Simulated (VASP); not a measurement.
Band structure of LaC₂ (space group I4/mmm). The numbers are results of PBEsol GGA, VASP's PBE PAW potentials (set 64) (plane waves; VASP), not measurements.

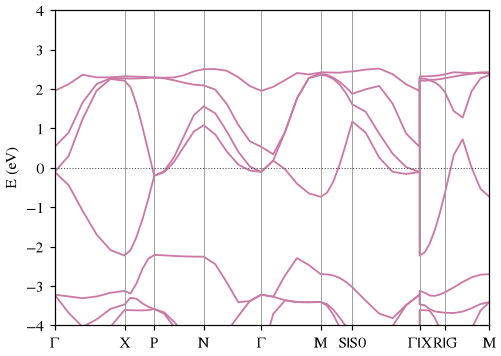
Figure: Bands along high-symmetry lines, zero at the valence-band maximum or, without a gap, the Fermi level

Problem. Read the plot: is there a gap, and where are the band edges?

Solution. It has no gap at this level: it comes out as a metal or semimetal.

The structure comes from a computed database's LaC2 entry; how it stands against other phases isn't given here. The cell was not relaxed at this level. The electron count is odd and the run is not spin-polarised, which forces a metal.
